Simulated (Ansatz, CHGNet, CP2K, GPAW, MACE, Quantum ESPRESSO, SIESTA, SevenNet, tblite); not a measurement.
# NaH9C4O7 (P-1) (84 atoms) in Quantum ESPRESSO

Wanted: Quantum ESPRESSO inputs and outputs for NaH9C4O7 (P-1) (84 atoms), checked against a plane-wave reference.

Main program and level: Quantum ESPRESSO 7.5; the method is named at each step.

### Step 1. The structure

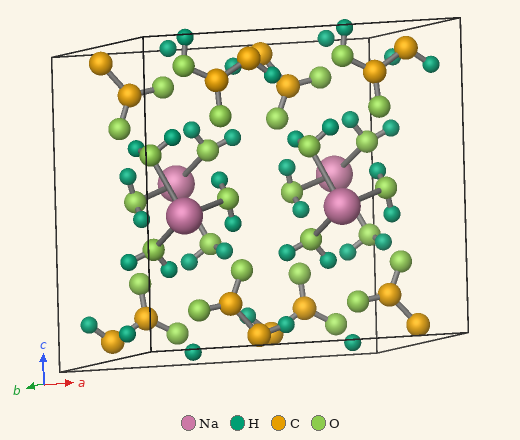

The cell as given, from a free direction (sodium pink, hydrogen teal, carbon orange, oxygen green). Bonds to atoms that aren't drawn are left out. Some periodic images of atoms are drawn too.

The cell holds 84 atoms: 4 Na, 36 H, 16 C and 28 O. Its edges and angles: a = 11.912 Å, b = 6.392 Å, c = 11.230 Å, α = 104.2°, β = 91.5°, γ = 100.2°. It derives from NaH9C4O7 (P-1), repeated 2×1×1. NaH9C4O7, space group P-1, structure from the Crystallography Open Database, 2 x 1 x 1 conventional cells; positions as listed; bonds to H set to neutron lengths (C-H 1.089, N-H 1.015, O-H 0.983, B-H 1.19 Å) where the listed ones are shorter. Then every atom was moved at random, 0.02 Å r.m.s. a Cartesian component (hydrogen 0.6 of that).

The yardstick, on the same geometry:

| Quantity | Value |
| --- | --- |
| method | Kohn-Sham DFT, PBE, PAW, plane waves (Ansatz 0.2.0); cutoff 420 eV, Γ point, fermi-dirac smearing of 0.05 eV; PAW set soft_2 |
| r.m.s. force component | 1.115 eV/Å |
| longest force | 7.14 eV/Å |
| pressure | 3.272 GPa |
| gap (highest filled to lowest empty level) | 2.91 eV |
| SCF cycles | 10 |
| time | 4 s on 8 threads of Arm Neoverse V2, shared host |
| CPU time | 24 s |

### Step 2. PBE, sssp-1.3.0-efficiency, 60/480 Ry

Method: Kohn-Sham DFT, PBE, SSSP efficiency 1.3.0 pseudopotentials, plane waves.

Input file pw.in:

```
&control
  calculation = 'scf'
  pseudo_dir = './pseudo'
  outdir = './tmp'
  disk_io = 'none'
  tprnfor = .true.
  tstress = .true.
/
&system
  ibrav = 0
  nat = 84
  ntyp = 4
  ecutwfc = 60
  ecutrho = 480
  nosym = .true.
  occupations = 'smearing'
  smearing = 'fd'
  degauss = 0.003675
/
&electrons
  conv_thr = 4.2e-07
  electron_maxstep = 100
  mixing_beta = 0.4
  mixing_mode = 'plain'
  diagonalization = 'david'
/
ATOMIC_SPECIES
Na 22.990 Na.upf
H 1.008 H.upf
C 12.011 C.upf
O 15.999 O.upf
CELL_PARAMETERS angstrom
11.91200 0.00000 0.00000
-1.13193 6.29098 0.00000
-0.30376 -2.84790 10.85864
ATOMIC_POSITIONS crystal
Na 0.12875 0.04367 0.42657
Na 0.37194 0.96540 0.57375
H 0.29622 0.75416 0.99429
H 0.20428 0.24773 0.00243
H 0.03735 0.79596 0.13454
H 0.46353 0.20624 0.86394
H 0.99209 0.71952 0.92296
H 0.50765 0.27757 0.07336
H 0.12509 0.14056 0.68211
H 0.37419 0.85337 0.31816
H 0.06630 0.33365 0.66281
H 0.43298 0.67016 0.33765
H 0.03527 0.33905 0.30398
H 0.46417 0.65851 0.69479
H 0.16179 0.33988 0.27333
H 0.33791 0.66451 0.72760
H 0.15165 0.72766 0.59468
H 0.34634 0.26985 0.40423
H 0.15820 0.61273 0.45045
H 0.34134 0.38911 0.55003
C 0.22058 0.80787 0.14484
C 0.28166 0.18514 0.85658
C 0.10614 0.78229 0.07597
C 0.39332 0.21474 0.92173
C 0.07856 0.73853 0.95861
C 0.41884 0.26705 0.04468
C 0.15258 0.69042 0.84951
C 0.34244 0.30589 0.15127
O 0.22169 0.86681 0.25871
O 0.27693 0.13752 0.74045
O 0.31114 0.78365 0.09007
O 0.18900 0.21937 0.91043
O 0.10409 0.64247 0.74285
O 0.39808 0.36563 0.25842
O 0.26172 0.70260 0.86911
O 0.24165 0.30048 0.13643
O 0.06508 0.17647 0.63095
O 0.43501 0.82661 0.36952
O 0.11064 0.32633 0.33834
O 0.38775 0.66689 0.65933
O 0.17851 0.74743 0.51303
O 0.32530 0.24591 0.48237
Na 0.62388 0.03662 0.42616
Na 0.86927 0.96229 0.57368
H 0.79491 0.75596 0.99598
H 0.70586 0.24400 0.00207
H 0.53645 0.79453 0.13272
H 0.96384 0.20704 0.86750
H 0.48946 0.71891 0.92381
H 0.00769 0.27913 0.07428
H 0.62371 0.14286 0.68462
H 0.87589 0.86053 0.31897
H 0.56729 0.32755 0.66220
H 0.93306 0.66868 0.33577
H 0.53510 0.34284 0.30430
H 0.96373 0.65978 0.69452
[... 24 atom lines left out ...]
O 0.60973 0.33662 0.34207
O 0.88734 0.66009 0.65607
O 0.67475 0.75546 0.51499
O 0.82390 0.24594 0.48654
K_POINTS gamma
```

On the command line:

```console
> OMP_NUM_THREADS=1 mpirun -np 2 pw.x -in pw.in > output.txt
```

The log of the run:

```text
Program PWSCF
     gamma-point specific algorithms are used
     Parallelization info
     sticks:   dense  smooth     PW     G-vecs:    dense   smooth      PW
     Min        5116    2555    633               487594   172404   21523
     Max        5117    2556    636               487599   172407   21526
     Sum       10233    5111   1269               975193   344811   43049
     bravais-lattice index     =            0
     lattice parameter (alat)  =      22.5104  a.u.
     unit-cell volume          =    5491.2982 (a.u.)^3
     number of atoms/cell      =           84
     number of atomic types    =            4
     number of electrons       =       304.00
     number of Kohn-Sham states=          182
     kinetic-energy cutoff     =      60.0000  Ry
     charge density cutoff     =     480.0000  Ry
     scf convergence threshold =      4.2E-07
     mixing beta               =       0.4000
     number of iterations used =            8  plain     mixing
     Exchange-correlation= SLA  PW   PBX  PBC
                           (   1   4   3   4   0   0   0)
     crystal axes: (cart. coord. in units of alat)
               a(1) = (   1.000000   0.000000   0.000000 )
               a(2) = (  -0.095024   0.528121   0.000000 )
               a(3) = (  -0.025500  -0.239078   0.911572 )
     reciprocal axes: (cart. coord. in units 2 pi/alat)
               b(1) = (  1.000000  0.179929  0.075164 )
               b(2) = ( -0.000000  1.893505  0.496610 )
               b(3) = (  0.000000 -0.000000  1.097007 )
     PseudoPot. # 1 for Na:
     Pseudo is Ultrasoft, Zval =  9.0
     PseudoPot. # 2 for H :
     Pseudo is Ultrasoft, Zval =  1.0
     PseudoPot. # 3 for C :
     Pseudo is Projector augmented-wave + core cor, Zval =  4.0
     PseudoPot. # 4 for O :
     Pseudo is Projector augmented-wave + core cor, Zval =  6.0
     atomic species   valence    mass     pseudopotential
     Na                9.00    22.99000     Na( 1.00)
     H                 1.00     1.00800     H ( 1.00)
     C                 4.00    12.01100     C ( 1.00)
     O                 6.00    15.99900     O ( 1.00)
     No symmetry found
   Cartesian axes
     number of k points=     1  Fermi-Dirac smearing, width (Ry)=  0.0037
                       cart. coord. in units 2pi/alat
        k(    1) = (   0.0000000   0.0000000   0.0000000), wk =   2.0000000
     Dense  grid:   487597 G-vectors     FFT dimensions: ( 160,  90, 150)
     Smooth grid:   172406 G-vectors     FFT dimensions: ( 120,  60, 108)
     Check: negative core charge=   -0.000002
     Initial potential from superposition of free atoms
     starting charge     303.9738, renormalised to     304.0000
     Starting wfcs are  232 randomized atomic wfcs
     Self-consistent Calculation
     iteration #  1     ecut=    60.00 Ry     beta= 0.40
     total energy              =   -1884.79156065 Ry
     estimated scf accuracy    <      10.04697461 Ry
     iteration #  2     ecut=    60.00 Ry     beta= 0.40
     total energy              =   -1886.57515358 Ry
     estimated scf accuracy    <       1.01660459 Ry
     iteration #  3     ecut=    60.00 Ry     beta= 0.40
     total energy              =   -1886.64452006 Ry
     estimated scf accuracy    <       0.31071015 Ry
     iteration #  4     ecut=    60.00 Ry     beta= 0.40
     total energy              =   -1886.66083695 Ry
     estimated scf accuracy    <       0.08544505 Ry
     iteration #  5     ecut=    60.00 Ry     beta= 0.40
     total energy              =   -1886.66714633 Ry
     estimated scf accuracy    <       0.00715598 Ry
     iteration #  6     ecut=    60.00 Ry     beta= 0.40
     total energy              =   -1886.66824864 Ry
     estimated scf accuracy    <       0.00097877 Ry
     iteration #  7     ecut=    60.00 Ry     beta= 0.40
     total energy              =   -1886.66839328 Ry
     estimated scf accuracy    <       0.00020923 Ry
     iteration #  8     ecut=    60.00 Ry     beta= 0.40
     total energy              =   -1886.66843338 Ry
     estimated scf accuracy    <       0.00003392 Ry
     iteration #  9     ecut=    60.00 Ry     beta= 0.40
     total energy              =   -1886.66843993 Ry
     estimated scf accuracy    <       0.00000632 Ry
     iteration # 10     ecut=    60.00 Ry     beta= 0.40
     total energy              =   -1886.66844210 Ry
     estimated scf accuracy    <       0.00000084 Ry
     iteration # 11     ecut=    60.00 Ry     beta= 0.40
     End of self-consistent calculation
          k = 0.0000 0.0000 0.0000 ( 21525 PWs)   bands (ev):
   -47.9949 -47.9885 -47.9619 -47.9091 -21.9255 -21.8772 -21.7738 -21.7601
   -21.3281 -21.2566 -21.0759 -20.7166 -19.9956 -19.9876 -19.9722 -19.9631
   -19.9441 -19.9324 -19.9283 -19.9156 -19.9149 -19.8850 -19.8693 -19.8592
   -19.4736 -19.4192 -19.2179 -19.0823 -18.8366 -18.7162 -18.7022 -18.6487
   -18.5619 -18.4985 -18.4735 -18.4530 -18.4010 -18.3801 -18.3091 -18.2299
   -18.1414 -18.0927 -17.9996 -17.9556 -14.1151 -14.0303 -13.9069 -13.8853
   -10.6441 -10.5476 -10.2989 -10.0943  -9.4556  -9.3876  -9.3697  -9.2970
    -8.0503  -8.0103  -7.9285  -7.9141  -6.9864  -6.9446  -6.9419  -6.8920
    -6.6982  -6.6816  -6.5824  -6.5345  -6.5241  -6.3982  -6.3496  -6.3092
    -6.2839  -6.1758  -6.0100  -5.9275  -5.8477  -5.8341  -5.8013  -5.7805
    -5.7252  -5.6944  -5.3590  -5.2543  -5.1283  -5.0756  -4.8568  -4.8421
    -4.8245  -4.6953  -4.6406  -4.5191  -4.4569  -4.3453  -4.3149  -4.2286
[...]
-0.7778  -0.7556  -0.6978  -0.6721  -0.6560  -0.5975  -0.5731  -0.5621
    -0.5286  -0.4857  -0.4658  -0.4442  -0.4088  -0.3627  -0.1741  -0.1443
     2.7645   2.9531   3.3106   3.5950   5.5128   5.5248   5.6575   5.7418
     5.8215   6.5756   6.7603   6.8304   6.9245   7.1455   7.4265   7.4823
     7.6353   7.6886   7.8420   8.0052   8.1593   8.3110   8.7026   8.8047
     8.8765   9.1686   9.2627   9.3125   9.3595   9.5694
     the Fermi energy is     1.3763 ev
!    total energy              =   -1886.66844283 Ry
     estimated scf accuracy    <       0.00000016 Ry
     smearing contrib. (-TS)   =      -0.00000000 Ry
     internal energy E=F+TS    =   -1886.66844283 Ry
     The total energy is F=E-TS. E is the sum of the following terms:
     one-electron contribution =   -1078.97010458 Ry
     hartree contribution      =     657.44932909 Ry
     xc contribution           =    -366.23677813 Ry
     ewald contribution        =    -733.99843653 Ry
     one-center paw contrib.   =    -364.91245268 Ry
     convergence has been achieved in  11 iterations
     Forces acting on atoms (cartesian axes, Ry/au):
     atom    1 type  1   force =    -0.00005656   -0.00490633    0.00599342
     atom    2 type  1   force =     0.00008000   -0.00290301   -0.00701490
     atom    3 type  2   force =    -0.00848271   -0.00724995   -0.02333582
     atom    4 type  2   force =    -0.00099133    0.00251536    0.03371824
     atom    5 type  2   force =    -0.02145411    0.00351470    0.03014347
     atom    6 type  2   force =     0.01468842   -0.00632682   -0.01896389
     atom    7 type  2   force =    -0.03375624    0.00260489    0.00345940
     atom    8 type  2   force =     0.00823809    0.00492352    0.00812947
     atom    9 type  2   force =    -0.00745702    0.01914846   -0.01190804
     atom   10 type  2   force =    -0.01489702    0.00556434    0.00045817
     atom   11 type  2   force =     0.00963188   -0.00010013    0.00267863
     atom   12 type  2   force =     0.00032154   -0.01952381   -0.00311564
[...]
atom   80 type  4   force =     0.01106418   -0.01754191   -0.00650608
     atom   81 type  4   force =     0.03709931    0.01533825   -0.02973182
     atom   82 type  4   force =    -0.02559040   -0.02118719    0.06238551
     atom   83 type  4   force =     0.01247840    0.00942541   -0.05889105
     atom   84 type  4   force =     0.00966315   -0.02556709   -0.06871463
     Total force =     0.698759     Total SCF correction =     0.000676
     Computing stress (Cartesian axis) and pressure
          total   stress  (Ry/bohr**3)                   (kbar)     P=       32.61
   0.00027396  -0.00000937   0.00005046           40.30       -1.38        7.42
  -0.00000937   0.00008792  -0.00001410           -1.38       12.93       -2.07
   0.00005046  -0.00001410   0.00030325            7.42       -2.07       44.61
     Message from routine punch:
     Nothing written, as per user request (disk_io='none')
```

Elapsed: 93 s, on 2 MPI ranks of Arm Neoverse V2, shared host; peak memory 1.5 GiB.

Banners, paths, timers and routine set-up lines are dropped from the logs unmarked, and long logs keep their key lines alone; longer cuts are marked.

Compared with the plane-wave run:

```yaml
r_m_s_force_component: 1.132 eV/Å
r_m_s_difference_of_force_components: 35.14 meV/Å
longest_difference_of_force_vectors: 180.7 meV/Å
force_difference_over_r_m_s_force: 3.151 %
slope_of_forces_against_the_reference_s: 1.014
correlation_of_force_components: 0.9996
spacing_of_highest_filled_and_lowest_empty_level: 2.909 eV
gap_difference: -0.001 eV
pressure: 3.261 GPa
pressure_difference: -0.0109 GPa
```

Length of the force difference by element (eV/Å):

| element | atoms | mean | most |
| --- | --- | --- | --- |
| C | 16 | 0.052 | 0.13 |
| H | 36 | 0.029 | 0.05 |
| Na | 4 | 0.0084 | 0.012 |
| O | 28 | 0.068 | 0.18 |

Levels nearest the highest filled one (eV from it): -0.51, -0.45, -0.43, -0.42, -0.38, -0.34, -0.32, -0.30, -0.26, -0.22, -0.03, 0.00, 2.91, 3.10, 3.45, 3.74, 5.66, 5.67, 5.80, 5.89, 5.97, 6.72, 6.90, 6.97.

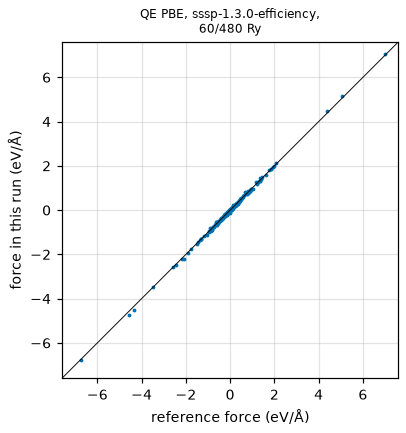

Force components against those of the reference; the line marks equality.

Local excerpt of 10 atoms (numbers count through the whole input) about H52, picked at random; x, y, z are measured from there.

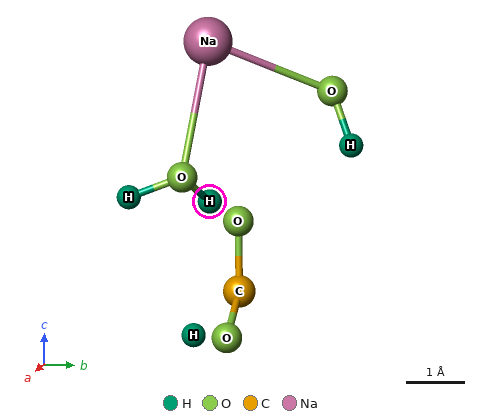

The atoms of the table, within 2.9 Å (arrows a, b, c point along x, y, z); some may hide others; the central atom is ringed.

| atom | x | y | z | distance (Å) | bonds | Fx | Fy | Fz (eV/Å) |
| --- | --- | --- | --- | --- | --- | --- | --- | --- |
| H52 | 0.00 | 0.00 | 0.00 | 0.00 | 1 | -0.17 | -0.10 | 0.07 |
| O80 | 0.75 | -0.34 | 0.54 | 0.98 | 4 | 0.28 | -0.45 | -0.17 |
| H54 | 0.89 | -1.25 | 0.18 | 1.55 | 1 | -0.20 | 0.39 | 0.20 |
| O71 | -1.81 | 0.15 | -0.64 | 1.93 | 2 | 0.18 | 0.01 | 0.82 |
| C63 | -1.74 | 0.18 | -1.87 | 2.56 | 3 | -1.96 | 0.06 | -1.12 |
| O73 | -0.61 | 0.18 | -2.49 | 2.58 | 2 | 1.49 | 0.01 | 0.71 |
| H60 | -0.83 | 2.33 | 0.92 | 2.64 | 1 | -0.40 | -0.07 | 1.39 |
| Na44 | -0.27 | -0.09 | 2.77 | 2.78 | 6 | 0.15 | -0.01 | -0.19 |
| H5 | 2.05 | 0.12 | -2.00 | 2.87 | 1 | -0.55 | 0.09 | 0.78 |
| O84 | -1.11 | 1.95 | 1.82 | 2.89 | 4 | 0.25 | -0.66 | -1.77 |

Forces lie 3.2 % from the reference's, at 7.6 times its CPU time (on 2 against 8 cores).

### Step 3. PBE, gbrv-1.5, 40/200 Ry

Method: Kohn-Sham DFT, PBE, GBRV 1.5 ultrasoft pseudopotentials, plane waves.

The pseudopotential files are exchanged too: ./pseudo now holds the set gbrv-pbe-1.5.

pw.in: that of step 2 with these lines changed.

```diff
@@ -12,4 +12,4 @@
   ntyp = 4
-  ecutwfc = 60
-  ecutrho = 480
+  ecutwfc = 40
+  ecutrho = 200
   nosym = .true.
```

The log of the run:

```text
[banner, memory and clock lines left out]
Program PWSCF
     gamma-point specific algorithms are used
     bravais-lattice index     =            0
     lattice parameter (alat)  =      22.5104  a.u.
     unit-cell volume          =    5491.2982 (a.u.)^3
[... lines left out ...]
     number of k points=     1  Fermi-Dirac smearing, width (Ry)=  0.0037
[... lines left out ...]
     total energy              =   -1511.25427038 Ry
[... lines left out ...]
     total energy              =   -1512.92867932 Ry
[... lines left out ...]
     total energy              =   -1512.99229200 Ry
[... lines left out ...]
     total energy              =   -1513.01695104 Ry
[... lines left out ...]
     total energy              =   -1513.01695187 Ry
[... lines left out ...]
     the Fermi energy is     1.3706 ev
!    total energy              =   -1513.01695204 Ry
     estimated scf accuracy    <       0.00000010 Ry
     smearing contrib. (-TS)   =      -0.00000000 Ry
     internal energy E=F+TS    =   -1513.01695204 Ry
     The total energy is F=E-TS. E is the sum of the following terms:
     one-electron contribution =   -1093.00721550 Ry
     hartree contribution      =     660.34333410 Ry
     xc contribution           =    -346.35463498 Ry
     ewald contribution        =    -733.99843566 Ry
     convergence has been achieved in  11 iterations
     Forces acting on atoms (cartesian axes, Ry/au):
     atom    1 type  1   force =    -0.00008416   -0.00494460    0.00595000
     atom    2 type  1   force =     0.00013293   -0.00294791   -0.00690614
     atom    3 type  2   force =    -0.01027421   -0.00660850   -0.03092158
[...]
atom   83 type  4   force =     0.01837132    0.02767593   -0.07093937
     atom   84 type  4   force =     0.00641242   -0.04487700   -0.07278914
     Total force =     0.728074     Total SCF correction =     0.000599
     Computing stress (Cartesian axis) and pressure
          total   stress  (Ry/bohr**3)                   (kbar)     P=       42.74
   0.00033933  -0.00001517   0.00005402           49.92       -2.23        7.95
  -0.00001517   0.00014165  -0.00001281           -2.23       20.84       -1.88
   0.00005402  -0.00001281   0.00039070            7.95       -1.88       57.47
     Message from routine punch:
     Nothing written, as per user request (disk_io='none')
```

The job ended after 42 s (2 MPI ranks; peak memory 0.65 GiB; 83 s of CPU time).

Against the reference:

```
r.m.s. force component                           : 1.179 eV/Å
r.m.s. difference of force components            : 200.6 meV/Å
longest difference of force vectors              : 642.7 meV/Å
force difference over r.m.s. force               : 17.99 %
slope of forces against the reference's          : 1.043
correlation of force components                  : 0.9862
gap (highest filled to lowest empty level) : 2.908 eV
gap difference                                   : -0.0021 eV
pressure                                         : 4.274 GPa
pressure difference                              : 1.002 GPa
```

Against the first run (3.2 %), the force difference from the reference is 18 %, at 0.45 times the CPU time.

[end of part 1 of 2]

[Also dropped from logs without a mark: logging warnings of Python, and SIESTA's first energy breakdown and zero terms.]

[Logs are printed without paths, hosts, clocks, repeated set-up lines and the standing remarks that a program may print on its own settings, such as how far it seeks lower states.]

[Hosts, paths, dates, database ids (printed as entryN), source tags and the programs' standing remarks are cut or masked in the printed files.]
